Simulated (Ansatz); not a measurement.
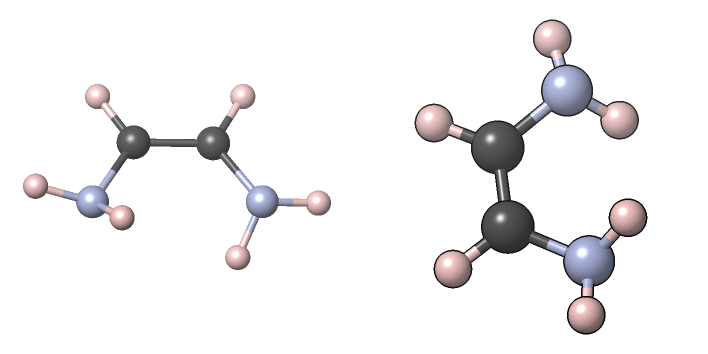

Two views of one molecule. Colours: nitrogen light blue, carbon dark grey, hydrogen pink.

Computed geometry: PBE0-D4/def2-TZVP optimisation.

Describe the molecule.

The molecule is C2H6N2. Its SMILES string is `N/C=C\N`. It has no ring. Among its groups: alkene. The point group is C2. Coordination: 2 N trigonal pyramidal; 2 C trigonal planar.

The parts below concern this one geometry. Atoms keep their numbers from picture to picture.

Shape

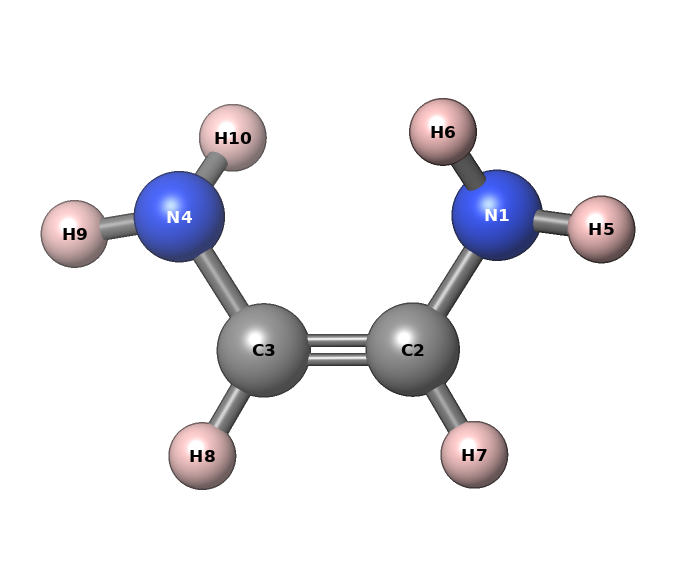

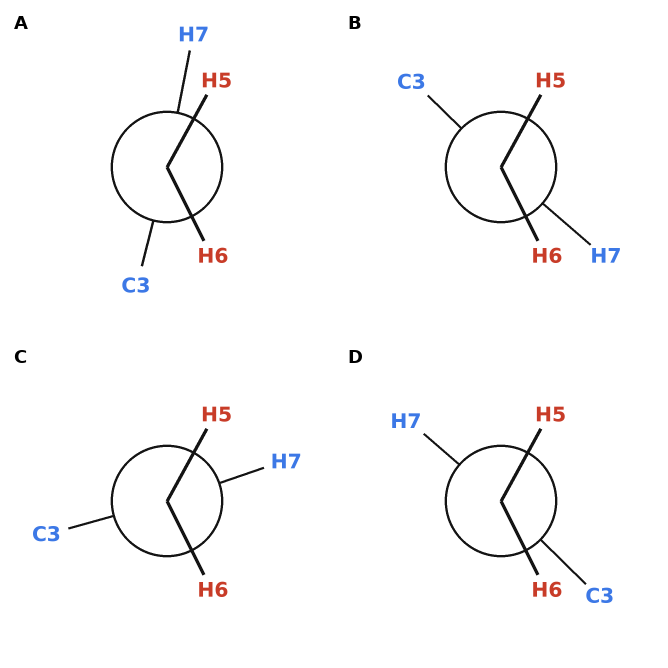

Distant atoms are faded towards the background colour. Bonds that would overlap in a projection are set slightly apart.

Question: Which Newman projection shows the view along N1–C2, with N1 in front?

Answer: A. The torsion angle H5–N1–C2–C3 is 166°, antiperiplanar (anti).

Electronic properties

Properties computed with RKS r2SCAN-D4/def2-TZVPP (Ansatz 0.2.0).

Predict the main results.

- dipole moment: 0.27 D
- HOMO energy (Kohn–Sham orbital): −4.08 eV
- LUMO energy (Kohn–Sham orbital): 0.77 eV
- HOMO–LUMO gap: 4.85 eV
- dispersion correction: −3.6 kJ/mol

Vibrations

Harmonic vibrations computed with RKS PBE0-D4/def2-TZVP (Ansatz 0.2.0) at a stationary point of the same level.

Question: List the wavenumbers.

Answer: 24 modes: 104, 220, 358, 537, 656, 686, 729, 794, 873, 1021, 1111, 1133, 1285, 1315, 1430, 1641, 1664, 1764, 3215, 3236, 3529, 3537, 3655, 3657 cm⁻¹.

Charges

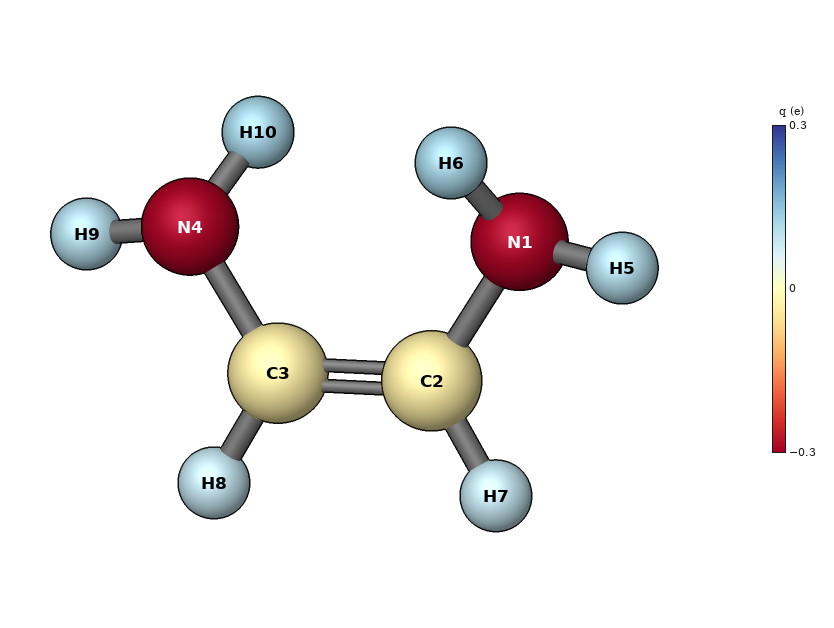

Atoms are coloured by their Mulliken charges. Method: RKS ωB97M-V/def2-TZVPP (Ansatz 0.2.0).

Question: Which atom carries the highest charge (most positive or least negative)?

Answer: H6, H10 (0.12 e).

Question: And the lowest?

Answer: N1, N4 (−0.29 e).

Give the Mulliken charges atom by atom.

```
atom  value (e)
  N1      −0.29
  C2      −0.03
  C3      −0.03
  N4      −0.29
  H5       0.11
  H6       0.12
  H7       0.09
  H8       0.09
  H9       0.11
 H10       0.12
```

Mulliken values depend strongly on the basis set and can even reverse the polarity of a bond.
